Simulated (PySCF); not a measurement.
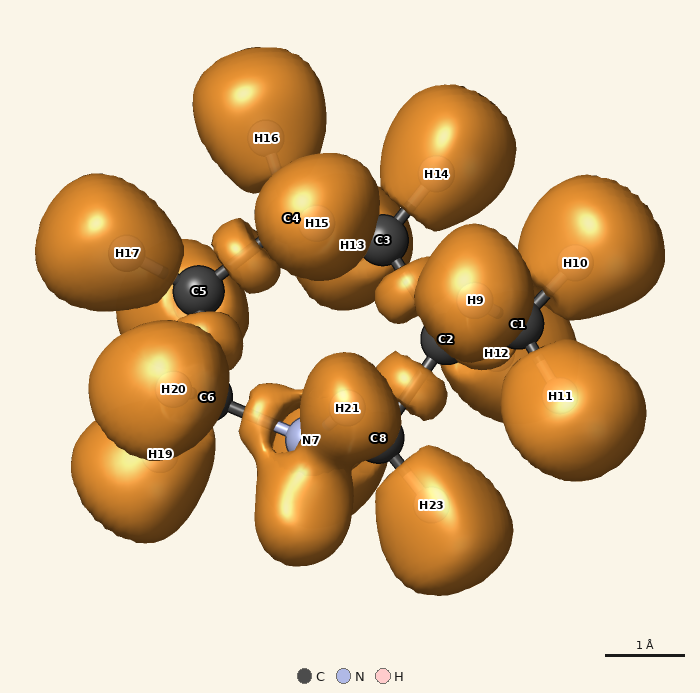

The picture shows: C7H15N. Isosurface of the ELF at 0.75 (orange), seen at a tilt. Core shells and regions of very low density are left out.

Geometry: GFN2-xTB.

All numbers below come from PySCF 2.14.0, PBE0/pcSseg-1, SCF density, gas phase, non-relativistic.

| atom | x (Å) | y (Å) | z (Å) |
| --- | --- | --- | --- |
| C | 2.0690 | -0.4493 | 0.8614 |
| C | 1.3237 | -0.1859 | -0.4482 |
| C | 0.7221 | 1.2248 | -0.4729 |
| C | -0.5348 | 1.4312 | 0.3754 |
| C | -1.7767 | 0.7882 | -0.2431 |
| C | -1.9466 | -0.7063 | 0.1027 |
| N | -0.7404 | -1.4886 | 0.2606 |
| C | 0.2928 | -1.2977 | -0.7341 |
| H | 1.4255 | -0.3063 | 1.7268 |
| H | 2.9104 | 0.2333 | 0.9597 |
| H | 2.4486 | -1.4687 | 0.8834 |
| H | 2.0616 | -0.2350 | -1.2588 |
| H | 0.4797 | 1.4855 | -1.5066 |
| H | 1.4923 | 1.9235 | -0.1351 |
| H | -0.3831 | 1.0552 | 1.3889 |
| H | -0.7071 | 2.5077 | 0.4550 |
| H | -2.6718 | 1.3133 | 0.0975 |
| H | -1.7259 | 0.9114 | -1.3268 |
| H | -2.5435 | -1.1776 | -0.6873 |
| H | -2.5071 | -0.8027 | 1.0359 |
| H | -0.3468 | -1.3690 | 1.1854 |
| H | -0.1894 | -1.1152 | -1.6971 |
| H | 0.8426 | -2.2449 | -0.8125 |

Question: Where are the electrons localised?

Answer: The ELF exceeds this value in six regions between bonded C–C atoms (shared pairs), 14 regions around hydrogen nuclei and one joined region spread over several atoms (H, N), in which their bonds and any lone pairs are merged.

Values along the shortest contacts:
C–N (1.45 Å): the ELF peaks at about 0.95 between the atoms: a covalent bond. C–C (1.53 Å): the ELF peaks at about 0.95 between the atoms, as expected for a shared electron pair.
